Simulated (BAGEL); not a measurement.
**NSF3 (thiazyl trifluoride): PBE0/def2-SVPD (density fitting with cc-pvqz-jkfit)**

What is the energy change on altering one bond length of NSF3 (thiazyl trifluoride) at PBE0/def2-SVPD (density fitting with cc-pvqz-jkfit)? 

Program for the calculation: BAGEL 1.2.2.

8 further runs of the same task are left out: 7 that didn't finish, 1 set aside as unsound or not needed.

### 1 Starting point

NSF3 has 5 atoms, charge 0, and is taken as a singlet. As SMILES, `N#S(F)(F)F`. Geometry: relaxed at PBE0-D4/def2-TZVP.

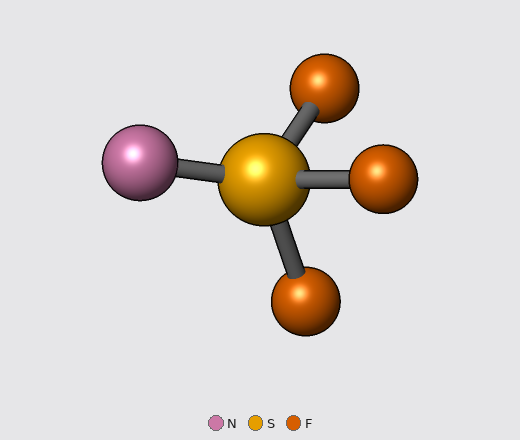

The structure, seen from a chosen angle (nitrogen pink, sulfur amber, fluorine orange).

### 2 The energy at PBE0/def2-SVPD (density fitting with cc-pvqz-jkfit)

File input.json:

```json
{ "bagel" : [

{
  "title" : "molecule",
  "basis" : "def2-svpd.json",
  "df_basis" : "cc-pvqz-jkfit",
  "angstrom" : true,
  "geometry" : [
    { "atom" : "N", "xyz" : [   -0.349630,   -0.004150,    1.591380 ] },
    { "atom" : "S", "xyz" : [   -0.047340,   -0.000560,    0.215490 ] },
    { "atom" : "F", "xyz" : [    1.023370,   -0.939300,   -0.408980 ] },
    { "atom" : "F", "xyz" : [   -1.108620,   -0.317610,   -0.875740 ] },
    { "atom" : "F", "xyz" : [    0.482210,    1.261610,   -0.522150 ] }
  ]
},
{ "title" : "ks", "xc_func" : "pbe0" },
{ "title" : "print", "file" : "orbitals.molden", "orbitals" : true }

]}
```

The basis set def2-SVPD is read from a file made from the Basis Set Exchange's data (not shown).

The run is started by

```bash
BAGEL_NUM_THREADS=1 BAGEL input.json > input.out
```

The log of the run:

```text
* using 1 threads per process

  ===============================================================
  ===============================================================

  *** Geometry ***

  { "atom" : "N", "xyz" : [     -0.660705,     -0.007842,      3.007272 ] },
  { "atom" : "S", "xyz" : [     -0.089460,     -0.001058,      0.407217 ] },
  { "atom" : "F", "xyz" : [      1.933889,     -1.775020,     -0.772860 ] },
  { "atom" : "F", "xyz" : [     -2.094988,     -0.600196,     -1.654909 ] },
  { "atom" : "F", "xyz" : [      0.911245,      2.384097,     -0.986720 ] },

  Number of auxiliary basis functions:      572

  Since a DF basis is specified, we compute 2- and 3-index integrals:
    o Being stored without compression. Storage requirement is 0.062 GB

  Number of basis functions:      116
  Number of electrons      :       50

    * METHOD: MOLECULE                             0.31

  *** Kohn-Sham DFT ***

    * Removing 8943 points whose weight is below 1.00e-10
    * Grid points: 65587

  === Nuclear Repulsion ===
   284.2267288994

       - DIIS with orbital gradients will be used.

  === KS iteration (pbe0 / def2-svpd.json) ===
      0       -708.69808094          0.13212820           0.37
      1       -674.36667495          0.14966557           0.39
      2       -718.65448926          0.13316067           0.39
      3       -745.99945068          0.06461898           0.39
      4       -750.60011157          0.03627796           0.39
      5       -751.19983635          0.02055041           0.36
      6       -751.46126696          0.00223049           0.35
      7       -751.46368538          0.00146814           0.36
      8       -751.46493496          0.00027535           0.35
      9       -751.46498487          0.00009630           0.38
     10       -751.46499082          0.00001135           0.39
     11       -751.46499092          0.00000337           0.38
     12       -751.46499092          0.00000060           0.37
     13       -751.46499092          0.00000055           0.37
     14       -751.46499092          0.00000011           0.39
     15       -751.46499092          0.00000007           0.39
     16       -751.46499092          0.00000002           0.40
     17       -751.46499092          0.00000001           0.40
    * SCF iteration converged.

    * Permanent dipole moment:
           (   -0.162360,    -0.001932,     0.738967) a.u.

    * METHOD: KS                                   7.10

    * METHOD: PRINT                                0.02

  ===============================================================
```

Run time: 7.8 s. Hardware: 1 thread of Arm Neoverse V2, shared host; peak memory 0.39 GiB.

### 3 The distorted shape at the same level

File job.json:

```json
{ "bagel": [

{
  "title": "molecule",
  "basis": "def2-svpd.json",
  "df_basis": "cc-pvqz-jkfit",
  "angstrom": "true",
  "geometry": [
    { "atom": "N", "xyz": [   -0.985088,   -1.518749,    2.476545 ] },
    { "atom": "S", "xyz": [   -0.682798,   -1.515159,    1.100655 ] },
    { "atom": "F", "xyz": [    0.387912,   -2.453899,    0.476185 ] },
    { "atom": "F", "xyz": [   -1.744078,   -1.832209,    0.009425 ] },
    { "atom": "F", "xyz": [    0.482210,    1.261610,   -0.522150 ] }
  ]
},
{
  "title": "ks",
  "xc_func": "pbe0",
  "charge": 0
},
{
  "title": "print",
  "file": "orbitals.molden",
  "orbitals": "true"
}

]}
```

The basis set def2-SVPD is read from a file made from the Basis Set Exchange's data (not shown).

The run is started by

```bash
BAGEL_NUM_THREADS=1 BAGEL job.json > job.out
```

The log of the run:

```text
* using 1 threads per process

  ===============================================================
  ===============================================================

  *** Geometry ***

  { "atom" : "N", "xyz" : [     -1.861547,     -2.870020,      4.679992 ] },
  { "atom" : "S", "xyz" : [     -1.290301,     -2.863236,      2.079937 ] },
  { "atom" : "F", "xyz" : [      0.733047,     -4.637197,      0.899859 ] },
  { "atom" : "F", "xyz" : [     -3.295830,     -3.462373,      0.017811 ] },
  { "atom" : "F", "xyz" : [      0.911245,      2.384097,     -0.986720 ] },

  Number of auxiliary basis functions:      572

  Since a DF basis is specified, we compute 2- and 3-index integrals:
    o Being stored without compression. Storage requirement is 0.062 GB

  Number of basis functions:      116
  Number of electrons      :       50

    * METHOD: MOLECULE                             0.31

  *** Kohn-Sham DFT ***

    * Removing 7294 points whose weight is below 1.00e-10
    * Grid points: 67236

  === Nuclear Repulsion ===
   236.8458270140

       - DIIS with orbital gradients will be used.

  === KS iteration (pbe0 / def2-svpd.json) ===
      0       -684.44607814          0.10678178           0.39
      1       -402.25040468          0.24044344           0.39
      2       -686.35819520          0.12146801           0.39
      3       -694.57988567          0.14712977           0.39
      4       -739.18723961          0.09751535           0.37
      5       -748.03098525          0.05663213           0.35
      6       -750.06549800          0.04045124           0.34
      7       -749.04290242          0.04957705           0.34
      8       -736.10861404          0.06032737           0.34
      9       -750.05001006          0.03103376           0.38
     10       -750.45674318          0.02819697           0.39
     11       -750.59463257          0.02397439           0.38
     12       -751.09698507          0.01151360           0.36
     13       -751.16052309          0.01184352           0.36
     14       -750.76795573          0.01985757           0.38
     15       -750.59817029          0.02092936           0.39
     16       -750.79698382          0.01993493           0.39
     17       -751.11258099          0.01416985           0.39
     18       -751.08927166          0.01483439           0.36
     19       -751.27583433          0.00464239           0.35
     20       -751.28668719          0.00271799           0.36
     21       -751.28863683          0.00224256           0.35
     22       -751.29300075          0.00020759           0.37
     23       -751.29308307          0.00014715           0.39
     24       -751.29316320          0.00006538           0.39
     25       -751.29319796          0.00005205           0.38
     26       -751.29326524          0.00005278           0.36
[... 23 lines of this table left out ...]
     50       -751.29331721          0.00000020           0.39
     51       -751.29331721          0.00000023           0.38
     52       -751.29331721          0.00000011           0.35
     53       -751.29331721          0.00000016           0.39
     54       -751.29331721          0.00000010           0.40
     55       -751.29331721          0.00000004           0.40
     56       -751.29331721          0.00000003           0.43
     57       -751.29331721          0.00000009           0.38
     58       -751.29331721          0.00000002           0.36
     59       -751.29331721          0.00000006           0.34
     60       -751.29331721          0.00000002           0.35
     61       -751.29331721          0.00000001           0.34
     62       -751.29331721          0.00000001           0.38
    * SCF iteration converged.

    * Permanent dipole moment:
           (    0.733156,     2.005768,    -0.677262) a.u.

    * METHOD: KS                                  23.77

    * METHOD: PRINT                                0.02

  ===============================================================
```

Run time: 24 s. Hardware: 1 thread of Arm Neoverse V2, shared host; peak memory 0.4 GiB.

### 4 Summary of results

Level: PBE0/def2-SVPD (density fitting with cc-pvqz-jkfit).

| quantity | value |
| --- | --- |
| first shape: total energy | -751.46499 Eh |
| first shape: dipole moment | 1.92 D |
| first shape: HOMO energy | -9.87 eV |
| first shape: LUMO energy | -1.49 eV |
| first shape: HOMO–LUMO gap | 8.38 eV |
| distorted shape: total energy | -751.29332 Eh |
| distorted shape: dipole moment | 5.69 D |
| distorted shape: HOMO energy | -9.18 eV |
| distorted shape: LUMO energy | -7.59 eV |
| distorted shape: HOMO–LUMO gap | 1.60 eV |
| energy change with the S2–F5 bond stretched from 1.555 to 3.421 Å | 4.671 eV |

One bond (distorted shape) is far stretched, which a spin-restricted single reference describes badly; a broken-symmetry solution may lie lower. With the S2–F5 bond stretched from 1.555 to 3.421 Å the energy rises by 4.67 eV (451 kJ/mol). The first shape isn't relaxed at this level, so the change isn't measured from a minimum. A restricted reference can't describe the breaking bond well at this length.
